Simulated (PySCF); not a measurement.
**Si(OEt)H3 (C2H8OSi): what the electrons do**

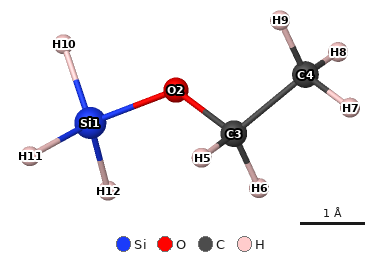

The molecule, with its atoms numbered as below. No frequency check shows the geometry to be a minimum.

Cartesian coordinates (Å):

```
Si1     -1.6520    0.0219   -0.0037
O2      -0.0653    0.3309    0.0134
C3       1.0220   -0.5467    0.0043
C4       2.3193    0.2481   -0.0069
H5       0.9802   -1.1904    0.8928
H6       0.9669   -1.1934   -0.8812
H7       3.1698   -0.4278    0.0059
H8       2.3674    0.8673   -0.8990
H9       2.3625    0.8953    0.8653
H10     -2.1499    1.3853    0.0479
H11     -2.0509   -0.7958    1.1473
H12     -2.0430   -0.7022   -1.2181
```

### 1. Bonding charge

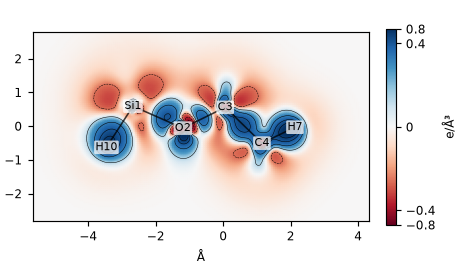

Deformation density (molecule less spherical, spin-averaged free atoms) in the plane of Si1, O2, C3, C4, H7 and H10; colour scale in e/Å³, logarithmic beyond ±0.1; blue: gain, red: loss.

Method: PBE0/cc-pVTZ; geometry: GFN2-xTB; program: PySCF.

Describe the bonding that the map shows.

Answer. C4–H7: +0.74 e/Å³ at the bond critical point (bond length 1.09 Å, Mayer order 1.0). C3–C4: +0.52 e/Å³ at the bond critical point (bond length 1.52 Å, Mayer order 1.0). Si1–H10: +0.24 e/Å³ at the bond critical point (bond length 1.45 Å, Mayer order 1.0). Si1–O2: +0.10 e/Å³ at the bond critical point (bond length 1.62 Å, Mayer order 1.3); up to 0.6 Å beside the axis the gain reaches +0.39 e/Å³. O2–C3: +0.06 e/Å³ at the bond critical point (bond length 1.40 Å, Mayer order 1.0); up to 0.6 Å beside the axis the gain reaches +0.32 e/Å³. In all, 2.8 electrons gather in the regions of gain relative to the promolecule. A small or negative value marks a very polar bond, one between electron-rich atoms, whose free-atom densities already overlap strongly, a long bond to a heavier atom, or a closed-shell contact such as a hydrogen bond.

Where do the Hirshfeld charges lie?

Answer. The highest Hirshfeld charge is on Si1 (+0.37 e), the lowest on O2 (−0.22 e).

```
atom  charge (e)
 Si1       +0.37
  O2       −0.22
  C3       +0.01
  C4       −0.13
  H5       +0.04
  H6       +0.04
  H7       +0.05
  H8       +0.04
  H9       +0.04
 H10       −0.07
 H11       −0.09
 H12       −0.09
```

### 2. Bond critical points

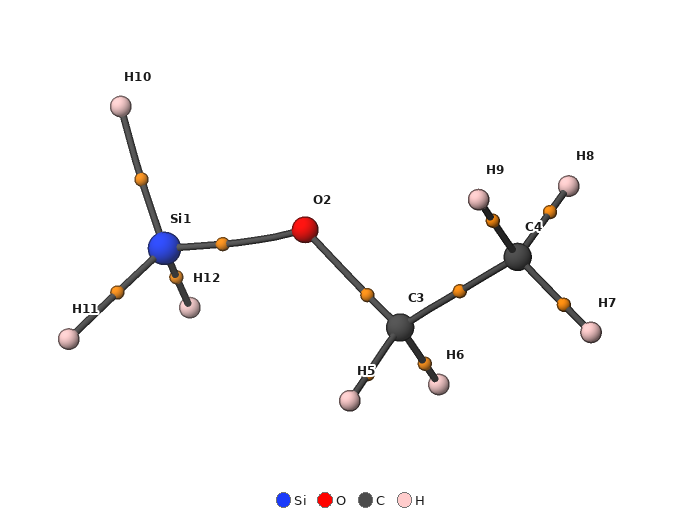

Molecular graph of the electron density (QTAIM): bond paths, bond critical points (orange), ring points (yellow, if any); weak paths are dashed.

How many critical points of each kind are there, and does the count close?

Answer. 12 nuclei, 11 bond, 0 ring and 0 cage critical points: 12 − 11 + 0 − 0 = 1, as the Poincaré–Hopf relation requires.

What does the calculation give at each kind of bond critical point?

Answer.
```
   bond  length (Å)  ρ (a.u.)  ∇²ρ (a.u.)     ε  H (a.u.)
  C3–H5       1.098     0.288       −1.12  0.04    −0.319
  C3–H6       1.098     0.288       −1.12  0.04    −0.319
  C4–H9       1.087     0.285       −1.09  0.00    −0.319
  C4–H8       1.087     0.285       −1.09  0.00    −0.319
  C4–H7       1.086     0.284       −1.09  0.00    −0.319
  O2–C3       1.397     0.263       −0.38  0.02    −0.379
  C3–C4       1.521     0.253       −0.66  0.04    −0.222
 Si1–O2       1.617     0.145       +1.00  0.07    −0.059
Si1–H10       1.452     0.128       +0.24  0.04    −0.083
Si1–H12       1.467     0.124       +0.22  0.03    −0.079
Si1–H11       1.467     0.124       +0.22  0.03    −0.079
```

What kind of interaction is C4–H8?

Answer. Shared-shell (covalent): ρ = 0.285, ∇²ρ = −1.09, H = −0.319 a.u.

### 3. Local ionisation energy

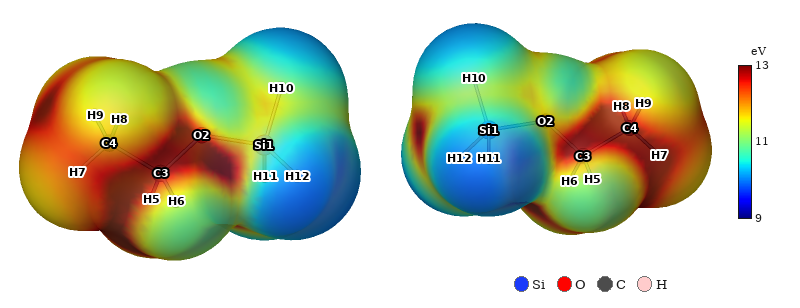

Average local ionisation energy on the surface of electron density 0.001 a.u. (back view left, front view right).

Where are the most loosely bound electrons on this surface?

Answer. The lowest value is 9.9 eV, 1.5 Å from H11, and at like points elsewhere. Further minima include 10.1 eV, 1.5 Å from H10; 10.6 eV, 1.9 Å from O2; 10.7 eV, 1.8 Å from O2. For comparison, the highest occupied orbital lies at −8.0 eV.

### 4. Localised orbitals

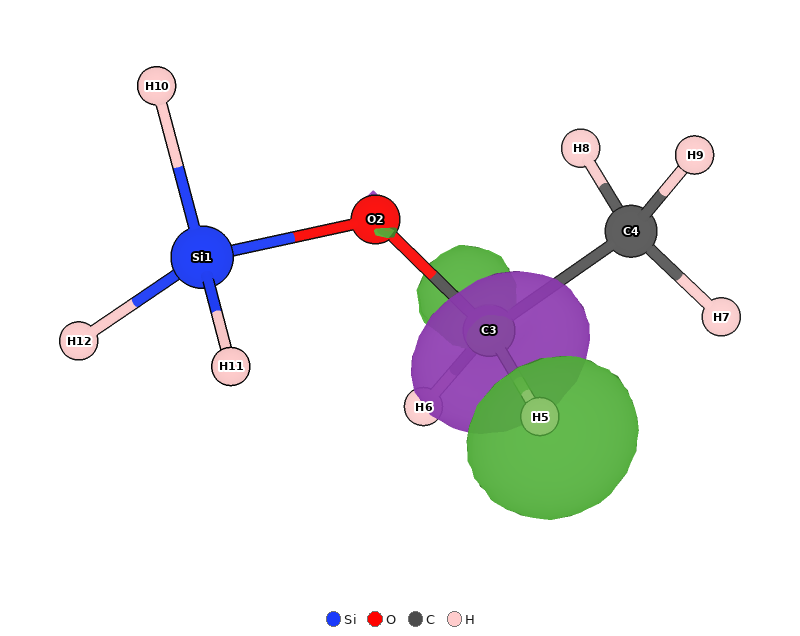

Intrinsic bond orbitals (IBO), occupied and valence-virtual; each surface holds about 70 % of the orbital's density. Energies are diagonal elements of the Fock matrix.

Method: r2SCAN/6-31+G*; geometry: GFN2-xTB; program: PySCF.

What does this orbital represent?

Answer. σ* orbital H5–C3 (H5 56 %, C3 42 %; 8.7 eV).
